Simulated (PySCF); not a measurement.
Consider C5H13BN (SMILES N[BH2-]C1CCCC1) (charge −1).

```
atom    x (Å)    y (Å)    z (Å)
   N   2.7345  -0.9621   0.9141
   B   1.9063   0.3571   0.8264
   C   0.4989   0.0992   0.0287
   C  -0.4730  -0.8817   0.6875
   C  -1.8254  -0.6729  -0.0191
   C  -1.7781   0.7766  -0.5673
   C  -0.3999   1.3223  -0.1489
   H   3.5397  -0.8401   1.5261
   H   3.1287  -1.1982   0.0029
   H   1.6351   0.7443   1.9931
   H   0.7306  -0.2948  -0.9895
   H  -0.1158  -1.9230   0.6560
   H  -0.5565  -0.6129   1.7575
   H  -2.6876  -0.8375   0.6519
   H  -1.9414  -1.3913  -0.8497
   H  -2.6142   1.3943  -0.1929
   H  -1.8687   0.7716  -1.6679
   H   0.0069   2.0583  -0.8624
   H  -0.4760   1.8394   0.8266
   H   2.5266   1.3030   0.2432
```

Geometry: PBE0-D3(BJ)/ma-def2-SVP.

The calculation used PySCF, DFT single point, gas phase, functional wB97X.

Predict the electron density and electron localisation function between the atoms.

Answer. C–C (1.53 Å): ρ at the midpoint is about 1.6 e/Å³; the ELF peaks at about 0.95 between the atoms; localised, covalent bonding.
B–N (1.56 Å): ρ is about 1.4 e/Å³ halfway; the ELF peaks at about 0.95 between the atoms: a shared but strongly polarised pair.
C–B (1.64 Å): the density is about 1.3 e/Å³ at the midpoint; the ELF peaks at about 1 between the atoms; localised, covalent bonding.
N–H (1.02 Å): ρ is about 2.7 e/Å³ halfway; the ELF climbs to about 1 towards the hydrogen, as it does in any bond to H: a covalent bond by its length.

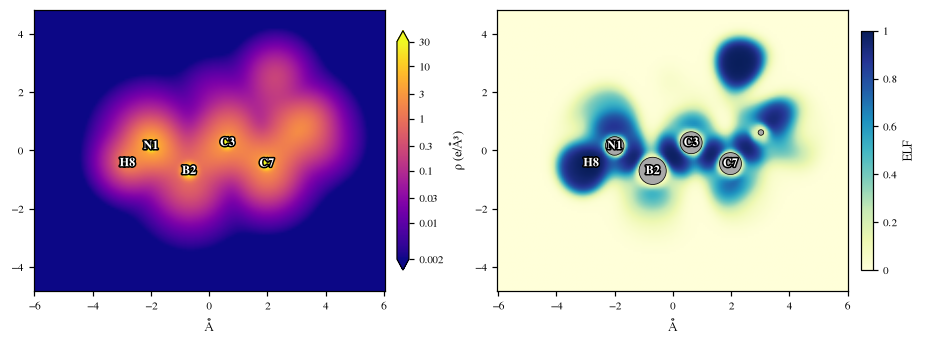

Computed electron density and electron localisation function on the plane of atoms B2, C3 and C7, in this order. Grey discs cover the atomic cores in the ELF map. 
